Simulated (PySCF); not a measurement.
## Electronic structure of C5H9Al (SMILES C=[C]1CC[CH2][AlH]1) in real space

| atom | x (Å) | y (Å) | z (Å) |
| --- | --- | --- | --- |
| C | 2.4542 | 0.0467 | -0.1644 |
| C | 1.1462 | 0.2024 | 0.0209 |
| C | 0.2284 | -0.9755 | 0.2997 |
| C | -1.1507 | -0.7341 | -0.3393 |
| C | -1.7892 | 0.5814 | 0.1683 |
| Al | -0.1454 | 1.7043 | 0.0285 |
| H | 2.9399 | -0.9220 | -0.1275 |
| H | 3.1022 | 0.8885 | -0.3564 |
| H | 0.6523 | -1.9166 | -0.0611 |
| H | 0.0976 | -1.0612 | 1.3839 |
| H | -1.0146 | -0.6715 | -1.4245 |
| H | -1.7989 | -1.5922 | -0.1384 |
| H | -2.1556 | 0.4229 | 1.1921 |
| H | -2.6786 | 0.8117 | -0.4283 |
| H | 0.1077 | 3.2230 | -0.0752 |

Geometry: GFN2-xTB.

The calculation used PBE0/pcSseg-1, SCF density, gas phase, non-relativistic in PySCF 2.14.0.

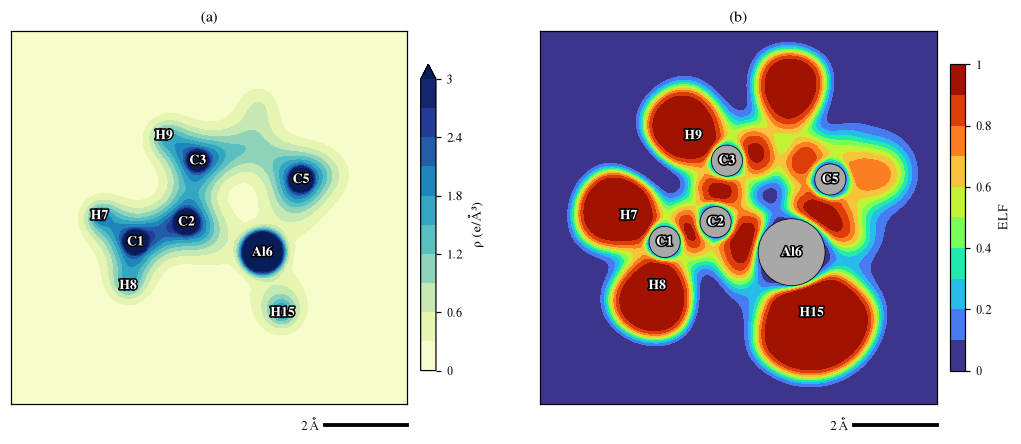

Figure 1. (a) total electron density; (b) ELF on the plane of atoms C2, Al6 and H15. Grey discs cover the atomic cores in the ELF map.

> What does the map show?

Atoms in the plane: C, Al and H. C–C (1.33 Å): the density is about 2.3 e/Å³ at the midpoint; the ELF peaks at about 0.95 between the atoms; a multiple bond. C–Al (1.98 Å): ρ is about 0.68 e/Å³ halfway; the ELF peaks at about 0.95 between the atoms: a polar covalent bond. C–H (1.08 Å): ρ is about 2 e/Å³ halfway; the ELF climbs to about 1 towards the hydrogen, as it does in any bond to H; an ordinary covalent bond to hydrogen. C–C (1.52 Å): the density is about 1.6 e/Å³ at the midpoint; the ELF peaks at about 0.95 between the atoms; localised, covalent bonding. Al–H (1.54 Å): ρ is about 0.59 e/Å³ halfway; the ELF climbs to about 1 towards the hydrogen.

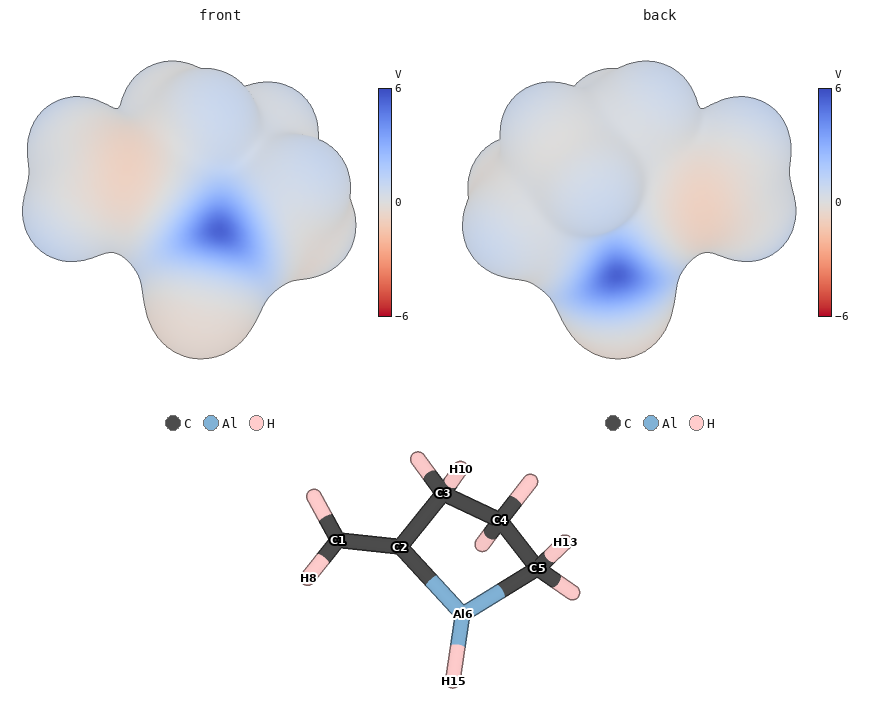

Figure 2. The electrostatic potential painted on the density surface at 0.004 e/bohr³, seen from the front and from behind; red is negative and blue positive. The bare structure is drawn below in the same view.

> Which sites attract a positive test charge, and which a negative one?

A positive charge is drawn to the negative regions and a negative charge to the positive ones. The most negative region (about −0.8 V) lies over the π face of C1 and C2, the most positive (about +5.0 V) over Al6.

> How polar is the molecule by this calculation?

Its dipole moment is 0.39 D.
